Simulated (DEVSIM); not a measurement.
Device: Pd/Si3N4/p-GaSb capacitor, at 300 K.

```csv
layer (left to right),material,thickness (nm),Na (cm⁻³)
1,Si3N4,2.90,-
2,GaSb,610,9.8e17
```

Metal gate on the left, work function 5.2 eV. Fixed charge at the semiconductor interface -1.5e11 cm⁻² (in units of +e); no interface traps.

This is a model device: material constants are rounded textbook-type values typed into the input, and sizes, dopings and lifetimes were drawn at random. Values at 300 K.

```csv
parameter,Si3N4,GaSb
gap (eV),5.1,0.726
affinity (eV),2.1,4.06
permittivity,7.5,15.7
Nc (cm⁻³),-,2.1e17
Nv (cm⁻³),-,1.8e19
```

DEVSIM, 1D Poisson equation in equilibrium, Boltzmann statistics, complete ionisation; no quantum confinement or tunnelling. Metal contacts follow the ideal Schottky-Mott rule: no Fermi-level pinning, no interface dipoles.

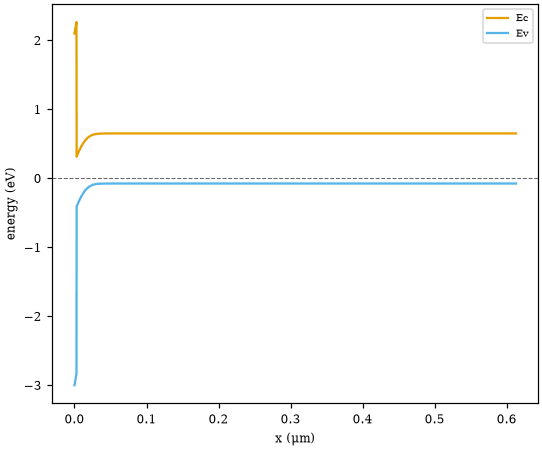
*Band edges at 1.0 V on the gate*

Energies count from the Fermi level of the right contact; mesh points crowd at the junctions.

| x (μm) | Ec (eV) | Ev (eV) | n (cm⁻³) | p (cm⁻³) | field (V/cm) |
|---|---|---|---|---|---|
| 0.000 | 2.100 | -3.000 | < 1e2 | < 1e2 | 590000 |
| 0.0007133 | 2.142 | -2.958 | < 1e2 | < 1e2 | 590000 |
| 0.001498 | 2.189 | -2.911 | < 1e2 | < 1e2 | 590000 |
| 0.002321 | 2.238 | -2.862 | < 1e2 | < 1e2 | 590000 |
| 0.003314 | 0.322 | -0.404 | 8.0e11 | 3.0e12 | 260000 |
| 0.004538 | 0.354 | -0.372 | 2.4e11 | 1.0e13 | 250000 |
| 0.006711 | 0.405 | -0.321 | 3.3e10 | 7.2e13 | 220000 |
| 0.01255 | 0.516 | -0.210 | 4.5e8 | 5.3e15 | 160000 |
| 0.02094 | 0.609 | -0.117 | 1.2e7 | 2.0e17 | 69000 |
| 0.03584 | 0.648 | -0.078 | 2700000 | 8.9e17 | 4900 |
| 0.06437 | 0.651 | -0.075 | 2500000 | 9.8e17 | 14 |
| 0.1379 | 0.651 | -0.075 | 2500000 | 9.8e17 | ≈ 0 |
| 0.2435 | 0.651 | -0.075 | 2500000 | 9.8e17 | ≈ 0 |
| 0.3956 | 0.651 | -0.075 | 2500000 | 9.8e17 | ≈ 0 |
| 0.5136 | 0.651 | -0.075 | 2500000 | 9.8e17 | ≈ 0 |
| 0.5575 | 0.651 | -0.075 | 2500000 | 9.8e17 | ≈ 0 |
| 0.5822 | 0.651 | -0.075 | 2500000 | 9.8e17 | ≈ 0 |
| 0.5967 | 0.651 | -0.075 | 2500000 | 9.8e17 | ≈ 0 |
| 0.6061 | 0.651 | -0.075 | 2500000 | 9.8e17 | ≈ 0 |
| 0.6096 | 0.651 | -0.075 | 2500000 | 9.8e17 | ≈ 0 |
| 0.6115 | 0.651 | -0.075 | 2500000 | 9.8e17 | ≈ 0 |
| 0.6129 | 0.651 | -0.075 | 2500000 | 9.8e17 | ≈ 0 |
